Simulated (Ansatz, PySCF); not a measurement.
Bond stretch in Au(Me)(CNMe), SMILES C[N+]#[C-]->[Au][CH3] (C₃H₆AuN). The C3–Au7 bond (C3 also carries N; Au7 carries C) is stretched with both fragments frozen at the PBE0/def2-SVP, def2 effective core potentials past Kr optimised geometry.

```
11

C      0.0038     0.0015    -2.5724
N      0.0016     0.0001    -1.1662
C      0.0000     0.0000     0.0000
H      0.9018    -0.5110    -2.9468
H      0.0000     1.0355    -2.9467
H     -0.8884    -0.5189    -2.9497
Au     0.0000     0.0000     1.9900
C      0.0017     0.0013     4.0425
H     -0.0392     1.0286     4.4423
H      0.9119    -0.4754     4.4436
H     -0.8664    -0.5470     4.4455
```

Methods: RKS-PBE = restricted PBE/def2-SVP, def2 effective core potentials past Kr in Ansatz (a first-principles code); UHF/LANL2DZ = unrestricted Hartree-Fock/LANL2DZ, with its core potentials past Ne run with PySCF 2.14.0; RHF/LANL2DZ = restricted Hartree-Fock/LANL2DZ, with its core potentials past Ne in PySCF; UKS-B3LYP/LANL2DZ = unrestricted B3LYP/LANL2DZ, with its core potentials past Ne in PySCF 2.14.0; UKS-PBE = Ansatz with unrestricted PBE/def2-SVP, def2 effective core potentials past Kr.

Energies are in mEh, each relative to the lowest point of its own curve near equilibrium.

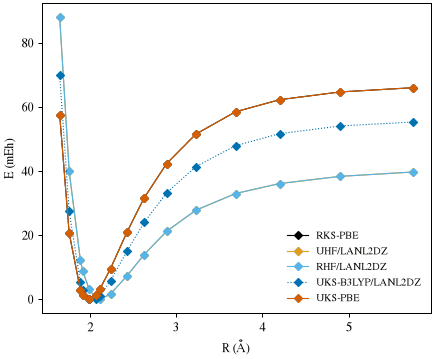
*Energy against bond length for each method.*

| R / Å | RKS-PBE | UHF/LANL2DZ | RHF/LANL2DZ | UKS-B3LYP/LANL2DZ | UKS-PBE |
|---|---|---|---|---|---|
| 1.65 | 57.5 | 87.9 | 87.9 | 69.8 | 57.5 |
| 1.76 | 20.6 | 40.0 | 40.0 | 27.4 | 20.6 |
| 1.89 | 2.9 | 12.2 | 12.2 | 5.3 | 2.9 |
| 1.92 | 1.3 | 8.6 | 8.6 | 2.9 | 1.3 |
| 1.99 | 0.0 | 3.1 | 3.1 | 0.1 | 0.0 |
| 2.07 | 1.4 | 0.4 | 0.4 | 0.0 | 1.4 |
| 2.12 | 3.3 | 0.0 | 0.0 | 1.1 | 3.3 |
| 2.24 | 9.5 | 1.6 | 1.6 | 5.7 | 9.5 |
| 2.43 | 20.8 | 7.3 | 7.3 | 14.9 | 20.8 |
| 2.63 | 31.6 | 13.9 | 13.9 | 23.9 | 31.6 |
| 2.89 | 42.3 | 21.1 | 21.1 | 33.1 | 42.3 |
| 3.23 | 51.5 | 27.7 | 27.7 | 41.3 | 51.5 |
| 3.69 | 58.4 | 32.9 | 32.9 | 47.8 | 58.4 |
| 4.20 | 62.2 | 36.0 | 36.0 | 51.6 | 62.2 |
| 4.90 | 64.6 | 38.3 | 38.3 | 54.0 | 64.6 |
| 5.75 | 65.9 | 39.6 | 39.6 | 55.2 | 65.9 |
